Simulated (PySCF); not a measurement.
## Electronic structure of C2H4BF (SMILES B/C=C/F) in real space

The calculation's input:

```
from pyscf import gto, dft

mol = gto.Mole()
mol.atom = 'geometry.xyz'
mol.basis = 'def2-tzvpd'
mol.max_memory = 3720
mol.verbose = 3
mol.build()

mf = dft.RKS(mol, xc='pbe0')
mf = mf.density_fit(auxbasis='def2-universal-jkfit')
mf.conv_tol = 1e-09
mf.grids.level = 3
mf.max_cycle = 100
mf.kernel()
if not mf.converged:
    mf = mf.newton().run(mf.mo_coeff, mf.mo_occ)

e_tot = mf.e_tot
print(f'total energy: {e_tot:.8f} hartree')
grad = mf.nuc_grad_method().kernel()
mf.analyze()
```

Command:

```sh
OMP_NUM_THREADS=2 python calc.py
```

Geometry: PBE-D3(BJ)/def2-SVP.

Method: Gaussian-basis quantum chemistry of an isolated molecule with PySCF, energy and nuclear gradient, functional PBE0 (PySCF 2.14.0).

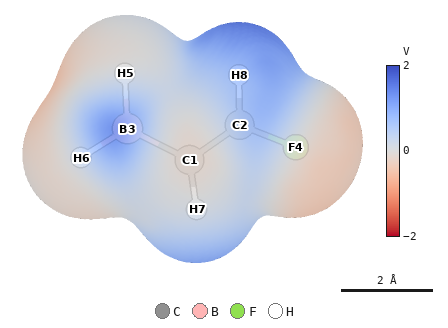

Figure 1. The molecular electrostatic potential painted on the density surface at 0.002 e/bohr³, seen across its widest extent; red is negative and blue positive.

### Which sites attract a positive test charge, and which a negative one?

A positive charge is drawn to the negative regions and a negative charge to the positive ones. The most negative region (about −0.4 V) lies over F4, the most positive (about +1.5 V) over H8.

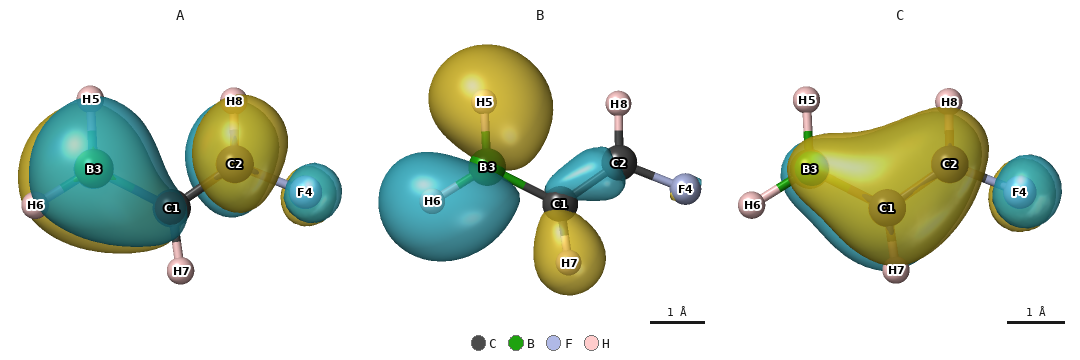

Figure 2. Three frontier orbitals at ±0.1 Å⁻³ᐟ² (yellow and cyan are the two phases), in no order.

### Which picture is the HOMO−1, the HOMO and the LUMO?

B is the HOMO−1 (−9.32 eV). It lies mainly on B3 (about 35 %), H5 (about 25 %), H6 (about 25 %) and C1 (about 5 %); it is symmetric in the molecular plane (an in-plane orbital: σ, lone-pair or in-plane π type). C is the HOMO (−8.38 eV). It lies mainly on C1 (about 40 %), C2 (about 30 %), F4 (about 10 %) and B3 (about 10 %); it changes sign across the molecular plane (π type); π-bonding across C1–C2; π-antibonding (a node) across C2–F4. A is the LUMO (−2.08 eV). By Hirshfeld shares it lies mainly on B3 (about 40 %), C2 (about 25 %), C1 (about 15 %) and F4 (about 5 %); it changes sign across the molecular plane (π type); π-bonding across C1–B3; π-antibonding (a node) across C1–C2.

### What is the HOMO–LUMO gap?

6.30 eV between the orbital energies.

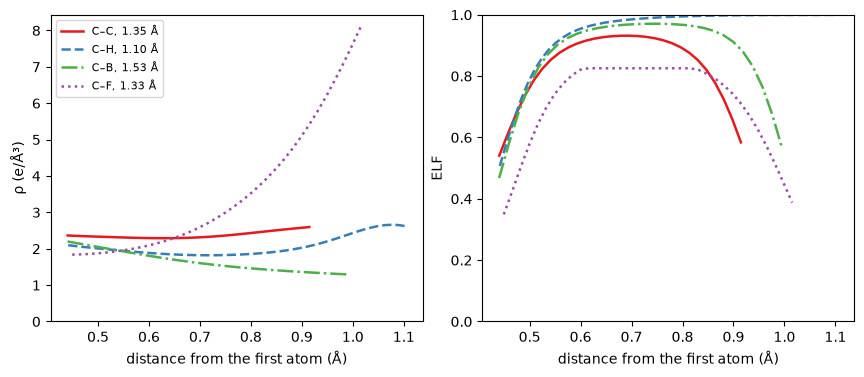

Figure 3. Electron density and ELF along straight lines between neighbouring atoms. The curves leave out the atomic cores.

### What kind of bonding do the profiles show?

C–C (1.35 Å): ρ at the midpoint is about 2.3 e/Å³; the ELF peaks at about 0.95 between the atoms (localised, covalent bonding).
C–H (1.10 Å): the density is about 1.9 e/Å³ at the midpoint; the ELF climbs to about 1 towards the hydrogen, as it does in any bond to H; an ordinary covalent bond to hydrogen.
C–B (1.53 Å): ρ at the midpoint is about 1.5 e/Å³; the ELF peaks at about 1 between the atoms: a covalent bond.
C–F (1.33 Å): the density is about 2.4 e/Å³ at the midpoint; the ELF peaks at about 0.85 between the atoms: a polar covalent bond.
